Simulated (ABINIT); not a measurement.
# SnSe (F-43m): phonons by linear response, part 3 of 3

How does SnSe (F-43m) vibrate, and is this structure a minimum?

ABINIT 10.8.3; DFT LDA, scalar-relativistic, plane waves, HGH norm-conserving pseudopotentials.

So far. Step 5 (Ground state): The cell stands at -0.59 GPa: the relaxation ran with a smoothed and higher cutoff, and the difference is a stress of the finite basis. Step 6 (Zone-centre response): The acoustic modes at Γ come out as far as 2.7 cm⁻¹ from zero, where they should vanish, a small numerical error. The relaxed cell has a = 6.550 Å (conventional setting).

The structure was built from a prototype and need not be the compound's stable phase.

## (8) Interpolated phonon bands

anaddb transforms the dynamical matrices to force constants and back along the path; points of the mesh come back as solved, but for the sum rule and, in polar crystals, the LO-TO term at Γ; the rest is interpolation.

Contents of anaddb.abi:

```
ddb_filepath "all_DDB"
output_file "anaddb.abo"
outdata_prefix "anaddb"
ifcflag 1
ngqpt 2 2 2
nqshft 1
q1shft 0.0 0.0 0.0
asr 1
chneut 0
dipdip 0
dipquad 0
quadquad 0
enunit 0
eivec 0
nph1l 62
qph1l 
    0.0 0.0 0.0 1.0
    -0.05 -0.05 0.0 1.0
    -0.1 -0.1 0.0 1.0
    -0.15 -0.15 0.0 1.0
    -0.2 -0.2 0.0 1.0
    -0.25 -0.25 0.0 1.0
    -0.3 -0.3 0.0 1.0
    -0.35 -0.35 0.0 1.0
    -0.4 -0.4 0.0 1.0
    -0.45 -0.45 0.0 1.0
    -0.5 -0.5 0.0 1.0
    -0.4875 -0.4875 0.025 1.0
    -0.475 -0.475 0.05 1.0
    -0.4625 -0.4625 0.075 1.0
    -0.45 -0.45 0.1 1.0
    -0.4375 -0.4375 0.125 1.0
    -0.425 -0.425 0.15 1.0
    -0.4125 -0.4125 0.175 1.0
    -0.4 -0.4 0.2 1.0
    -0.3875 -0.3875 0.225 1.0
    -0.375 -0.375 0.25 1.0
    -0.375 0.0 0.375 1.0
    -0.3375 0.0 0.3375 1.0
    -0.3 0.0 0.3 1.0
    -0.2625 0.0 0.2625 1.0
    -0.225 0.0 0.225 1.0
    -0.1875 0.0 0.1875 1.0
    -0.15 0.0 0.15 1.0
    -0.1125 0.0 0.1125 1.0
    -0.075 0.0 0.075 1.0
    -0.0375 0.0 0.0375 1.0
    0.0 0.0 0.0 1.0
    0.0 0.0 0.05 1.0
    0.0 0.0 0.1 1.0
    0.0 0.0 0.15 1.0
    0.0 0.0 0.2 1.0
    0.0 0.0 0.25 1.0
    0.0 0.0 0.3 1.0
    0.0 0.0 0.35 1.0
    0.0 0.0 0.4 1.0
    0.0 0.0 0.45 1.0
    0.0 0.0 0.5 1.0
    -0.05 -0.025 0.475 1.0
    -0.1 -0.05 0.45 1.0
    -0.15 -0.075 0.425 1.0
    -0.2 -0.1 0.4 1.0
    -0.25 -0.125 0.375 1.0
    -0.3 -0.15 0.35 1.0
    -0.35 -0.175 0.325 1.0
    -0.4 -0.2 0.3 1.0
    -0.45 -0.225 0.275 1.0
    -0.5 -0.25 0.25 1.0
    -0.5 -0.275 0.225 1.0
    -0.5 -0.3 0.2 1.0
    -0.5 -0.325 0.175 1.0
    -0.5 -0.35 0.15 1.0
    -0.5 -0.375 0.125 1.0
    -0.5 -0.4 0.1 1.0
    -0.5 -0.425 0.075 1.0
    -0.5 -0.45 0.05 1.0
    -0.5 -0.475 0.025 1.0
    -0.5 -0.5 0.0 1.0
```

Contents of mrgddb.in:

```
all_DDB
merged
3
dfpt_gammao_DDB
dfpt_qo_DS1_DDB
dfpt_qo_DS2_DDB
```

Launch:

```
$ mrgddb < mrgddb.in > mrgddb.log
$ OMP_NUM_THREADS=1 anaddb anaddb.abi > anaddb.log
```

anaddb.abo, the main output file:

```text
[banners, grids, parts of the stress and lines that vanish by symmetry left out]
-outvars_anaddb: echo values of input variables ----------------------

 Flags :
[...]
Phonon wavevector (reduced coordinates) :  0.00000  0.00000  0.00000
 Phonon energies in Hartree :
[...]
Phonon frequencies in cm-1    :
-  0.000000E+00  0.000000E+00  0.000000E+00  1.246506E+02  1.246506E+02
-  1.246506E+02
[...]
Phonon wavevector (reduced coordinates) : -0.05000 -0.05000  0.00000
 Phonon energies in Hartree :
[...]
Phonon frequencies in cm-1    :
- -2.340293E+00 -2.340293E+00  1.419554E+01  1.240417E+02  1.240417E+02
-  1.245329E+02
[...]
Phonon wavevector (reduced coordinates) : -0.10000 -0.10000  0.00000
 Phonon energies in Hartree :
[...]
Phonon frequencies in cm-1    :
- -5.526770E+00 -5.526770E+00  2.789368E+01  1.221893E+02  1.221893E+02
-  1.241200E+02
[...]
Phonon wavevector (reduced coordinates) : -0.15000 -0.15000  0.00000
 Phonon energies in Hartree :
[...]
Phonon frequencies in cm-1    :
- -9.898108E+00 -9.898108E+00  4.066049E+01  1.190444E+02  1.190444E+02
-  1.232557E+02
[...]
Phonon wavevector (reduced coordinates) : -0.20000 -0.20000  0.00000
 Phonon energies in Hartree :
[...]
Phonon frequencies in cm-1    :
- -1.535934E+01 -1.535934E+01  5.218035E+01  1.146108E+02  1.146108E+02
-  1.217497E+02
  Phonon wavevector (reduced coordinates) : -0.25000 -0.25000  0.00000
 Phonon energies in Hartree :
[...]
Phonon frequencies in cm-1    :
- -2.157531E+01 -2.157531E+01  6.229345E+01  1.090448E+02  1.090448E+02
-  1.194514E+02
  Phonon wavevector (reduced coordinates) : -0.30000 -0.30000  0.00000
 Phonon energies in Hartree :
[...]
Phonon frequencies in cm-1    :
- -2.806337E+01 -2.806337E+01  7.100792E+01  1.027437E+02  1.027437E+02
-  1.163108E+02
  Phonon wavevector (reduced coordinates) : -0.35000 -0.35000  0.00000
 Phonon energies in Hartree :
[...]
Phonon frequencies in cm-1    :
- -3.422631E+01 -3.422631E+01  7.847790E+01  9.638210E+01  9.638210E+01
-  1.124068E+02
  Phonon wavevector (reduced coordinates) : -0.40000 -0.40000  0.00000
 Phonon energies in Hartree :
[...]
Phonon frequencies in cm-1    :
- -3.937984E+01 -3.937984E+01  8.493329E+01  9.084817E+01  9.084817E+01
-  1.079466E+02
  Phonon wavevector (reduced coordinates) : -0.45000 -0.45000  0.00000
 Phonon energies in Hartree :
[...]
Phonon frequencies in cm-1    :
- -4.283364E+01 -4.283364E+01  8.705952E+01  8.705952E+01  9.047980E+01
-  1.033277E+02
  Phonon wavevector (reduced coordinates) : -0.50000 -0.50000  0.00000
 Phonon energies in Hartree :
[...]
Phonon frequencies in cm-1    :
- -4.405280E+01 -4.405280E+01  8.571043E+01  8.571043E+01  9.368286E+01
-  1.003833E+02
  Phonon wavevector (reduced coordinates) : -0.48750 -0.48750  0.02500
 Phonon energies in Hartree :
[...]
Phonon frequencies in cm-1    :
- -4.393253E+01 -4.386401E+01  8.541862E+01  8.578800E+01  9.389085E+01
-  1.004117E+02
  Phonon wavevector (reduced coordinates) : -0.47500 -0.47500  0.05000
 Phonon energies in Hartree :
[...]
Phonon frequencies in cm-1    :
- -4.357495E+01 -4.329651E+01  8.462704E+01  8.602118E+01  9.441044E+01
-  1.005179E+02
  Phonon wavevector (reduced coordinates) : -0.46250 -0.46250  0.07500
 Phonon energies in Hartree :
[...]
Phonon frequencies in cm-1    :
- -4.298969E+01 -4.234673E+01  8.349168E+01  8.641129E+01  9.502619E+01
-  1.007630E+02
[...]
Phonon wavevector (reduced coordinates) : -0.05000 -0.02500  0.47500
 Phonon energies in Hartree :
[...]
Phonon frequencies in cm-1    :
- -2.136389E+01 -1.976237E+01  5.987720E+01  1.136423E+02  1.144558E+02
-  1.161349E+02
  Phonon wavevector (reduced coordinates) : -0.10000 -0.05000  0.45000
 Phonon energies in Hartree :
[...]
Phonon frequencies in cm-1    :
- -2.222764E+01 -1.541956E+01  5.946489E+01  1.114750E+02  1.130342E+02
-  1.162989E+02
  Phonon wavevector (reduced coordinates) : -0.15000 -0.07500  0.42500
 Phonon energies in Hartree :
[...]
Phonon frequencies in cm-1    :
- -2.379679E+01 -4.104651E+00  5.905010E+01  1.087648E+02  1.108522E+02
-  1.158002E+02
  Phonon wavevector (reduced coordinates) : -0.20000 -0.10000  0.40000
 Phonon energies in Hartree :
[...]
Phonon frequencies in cm-1    :
- -2.618838E+01  1.493792E+01  5.905148E+01  1.056586E+02  1.081813E+02
-  1.146824E+02
  Phonon wavevector (reduced coordinates) : -0.25000 -0.12500  0.37500
 Phonon energies in Hartree :
[...]
Phonon frequencies in cm-1    :
- -2.940022E+01  2.066238E+01  5.992820E+01  1.023329E+02  1.053786E+02
-  1.130224E+02
  Phonon wavevector (reduced coordinates) : -0.30000 -0.15000  0.35000
 Phonon energies in Hartree :
[...]
Phonon frequencies in cm-1    :
- -3.318204E+01  2.368962E+01  6.183685E+01  9.899152E+01  1.028503E+02
-  1.109257E+02
[...]
Phonon wavevector (reduced coordinates) : -0.50000 -0.47500  0.02500
 Phonon energies in Hartree :
[...]
Phonon frequencies in cm-1    :
- -4.403342E+01 -4.345286E+01  8.517291E+01  8.583063E+01  9.409004E+01
-  1.004360E+02
  Phonon wavevector (reduced coordinates) : -0.50000 -0.50000  0.00000
 Phonon energies in Hartree :
[...]
Phonon frequencies in cm-1    :
- -4.405280E+01 -4.405280E+01  8.571043E+01  8.571043E+01  9.368286E+01
-  1.003833E+02
-
```

It took 0.75 s on 1 thread of Intel Xeon at 2.70GHz, shared host.

Read from the output:

```yaml
lowest_frequency_on_the_path: -44.05 cm⁻¹
```

Anaddb. The phonon branches at the labelled points (cm⁻¹):

| point | branch 1 | branch 2 | branch 3 | branch 4 | branch 5 | branch 6 |
| --- | --- | --- | --- | --- | --- | --- |
| Γ | 0 | 0 | 0 | 125 | 125 | 125 |
| X | -44 | -44 | 86 | 86 | 94 | 100 |
| U | -34 | -24 | 71 | 94 | 96 | 108 |
| jump to K | -34 | -24 | 71 | 94 | 96 | 108 |
| Γ | 0 | 0 | 0 | 125 | 125 | 125 |
| L | -21 | -21 | 60 | 115 | 115 | 116 |
| W | -43 | 26 | 70 | 91 | 101 | 102 |
| X | -44 | -44 | 86 | 86 | 94 | 100 |

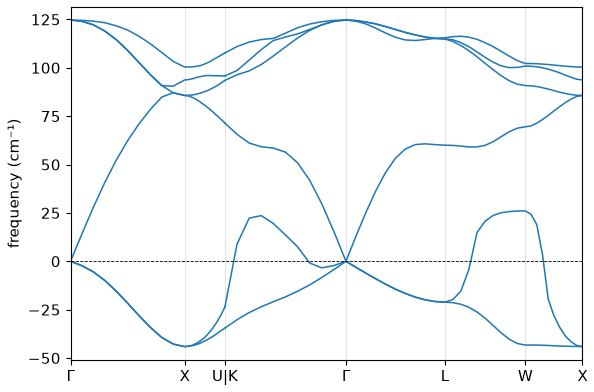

Phonon branches along the path.

The path dips to 44i cm⁻¹.

## (9) Sums over the zone

Sums over the zone need many more wavevectors than were solved, so the interpolation is sampled on a dense mesh.

Contents of anaddb.abi:

```
ddb_filepath "all_DDB"
output_file "anaddb.abo"
outdata_prefix "anaddb"
ifcflag 1
ngqpt 2 2 2
nqshft 1
q1shft 0.0 0.0 0.0
asr 1
chneut 0
dipdip 0
dipquad 0
quadquad 0
prtdos 2
ng2qpt 12 12 12
dosdeltae 4.5563e-06
ntemper 11
temperinc 100.0
tempermin 0.0
```

Launch:

```
$ OMP_NUM_THREADS=1 anaddb anaddb.abi > anaddb.log
```

anaddb.abo, the main output file:

```text
-outvars_anaddb: echo values of input variables ----------------------

 Flags :
     ifcflag         1
 Miscellaneous information :
         asr         1
      chneut         0
 Interatomic Force Constants Inputs :
      dipdip         0
     dipquad         0
    quadquad         0
      ifcana         0
      ifcout         0
 Description of grid 1 :
        brav         1
       ngqpt         2         2         2
      nqshft         1
      q1shft
                     0.00000000E+00  0.00000000E+00  0.00000000E+00
 Phonon DOS information :
   dosdeltae  4.55630000E-06
    dossmear  4.55633525E-06
 Description of grid 2 (Fourier interp. or BZ sampling):
      ng2qpt        12        12        12
      ngrids         4
      q2shft         0.00000000E+00  0.00000000E+00  0.00000000E+00

================================================================================

 read the DDB information and perform some checks

  ==== Info on the Cryst% object ====
 Real(R)+Recip(G) space primitive vectors, cartesian coordinates (Bohr,Bohr^-1):
 R(1)=  0.0000000  6.1887831  6.1887831  G(1)= -0.0807913  0.0807913  0.0807913
 R(2)=  6.1887831  0.0000000  6.1887831  G(2)=  0.0807913 -0.0807913  0.0807913
 R(3)=  6.1887831  6.1887831  0.0000000  G(3)=  0.0807913  0.0807913 -0.0807913
 Unit cell volume ucvol=  4.7407362E+02 bohr^3
 Angles (23,13,12)=  6.00000000E+01  6.00000000E+01  6.00000000E+01 degrees
 Time-reversal symmetry is present
 Reduced atomic positions [iatom, xred, symbol]:
    1)    0.0000000  0.0000000  0.0000000  Sn
    2)    0.2500000  0.2500000  0.2500000  Se

 DDB file with 3 blocks has been read.

================================================================================

 Calculation of the interatomic forces

       Homogeneous q point set in the B.Z.
 Grid q points  :        8
  1)   0.00000000E+00  0.00000000E+00  0.00000000E+00
  2)   5.00000000E-01  0.00000000E+00  0.00000000E+00
  3)   0.00000000E+00  5.00000000E-01  0.00000000E+00
  4)   5.00000000E-01  5.00000000E-01  0.00000000E+00
  5)   0.00000000E+00  0.00000000E+00  5.00000000E-01
  6)   5.00000000E-01  0.00000000E+00  5.00000000E-01
  7)   0.00000000E+00  5.00000000E-01  5.00000000E-01
  8)   5.00000000E-01  5.00000000E-01  5.00000000E-01

 The interatomic forces have been obtained

================================================================================

 Calculation of phonon density of states

 Average speed of sound partial sums:     0.2349680911E-03 (at units)
-                                   =           0.5140 [km/s]

 Debye frequency from partial sums:     0.1174565614E-03 (Ha)
-                                 =     0.7728270485E+00 (THz)
-Debye temperature from partial sums:     0.3708984859E+02 (K)

 Average speed of sound:     0.6390860348E-04 (at units)
-                      =           0.1398 [km/s]

 Debye frequency from DOS:     0.3194682638E-04 (Ha)
-                        =     0.2102000198E+00 (THz)
-Debye temperature from DOS:     0.1008800989E+02 (K)

-
```

It took 0.85 s on 1 thread.

Read from the output:

| Quantity | Value |
| --- | --- |
| share of modes beyond 3i cm⁻¹ on the dense interpolated mesh | 0.2533 |

The phonon density of states has structure finer than the step of the table below, so its rows give means over 20 cm⁻¹, whole bins alone (the curve runs from -74.0 to 155 cm⁻¹). Peaks (cm⁻¹: height): -22.1: 0.0573, 60.0: 0.218, 116.0: 0.164.

Tetrahedra. Table of phonon density of states by wavenumber; means over each step:

| wavenumber (cm⁻¹) | phonon density of states (1/cm⁻¹/cell) |
| --- | --- |
| -60 | 0 |
| -40 | 0.0227 |
| -20 | 0.0431 |
| 0 | 0.0205 |
| 20 | 0.0140 |
| 40 | 0.00277 |
| 60 | 0.0392 |
| 80 | 0.0107 |
| 100 | 0.0818 |
| 120 | 0.0665 |
| 140 | 0 |

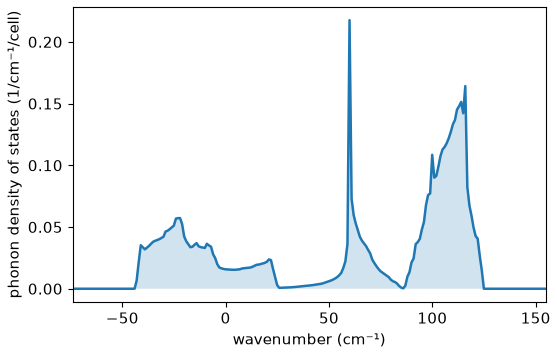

Phonon density of states against wavenumber.

## (10) Results

* space group after relaxation: F-43m
* volume per atom: 35.1 Å³
* highest optical zone-centre mode (no LO-TO term): 124.7 cm⁻¹
* q mesh: 2×2×2
* lowest mode on the q mesh (acoustic ones at the zone centre apart): -43.9 cm⁻¹
* imaginary modes on the q mesh: yes

SnSe (F-43m) is unstable: a mode solved on the 2×2×2 mesh is imaginary, 44i cm⁻¹; its spectrum reaches 125 cm⁻¹. At the LDA level the optical modes of SnSe (F-43m) at the zone centre lie at 125 cm⁻¹. The base run prints -0.59 GPa, mostly the error of a finite basis; the relaxation, with a smoothed and higher cutoff, had brought the cell to rest. The most unstable solved mode lies at q = (0.5, 0.5, 0), on the zone boundary, so the distortion that it points to doubles the cell. These are harmonic frequencies: anharmonic shifts and widths and the lattice's thermal expansion are left out. The Fermi-Dirac smearing of 0.01 Ha is an electronic temperature of 3158 K, which adds a pressure of its own and can shift the volume and soft modes. The HGH files keep few electrons and have no core correction, which is cheap but rough for Sn. In a metal the frequencies hang on the k mesh and the smearing, most of all near Kohn anomalies. The structure is a hypothetical one, built on a prototype.

[Host names and launcher messages were left out of these logs when they were recorded.]

[Logs are printed without paths, hosts, clocks, repeated set-up lines and the standing remarks that a program may print on its own settings, such as how far it seeks lower states.]

[Hosts, paths, dates, database ids (printed as entryN), source tags and the programs' standing remarks are cut or masked in the printed files.]
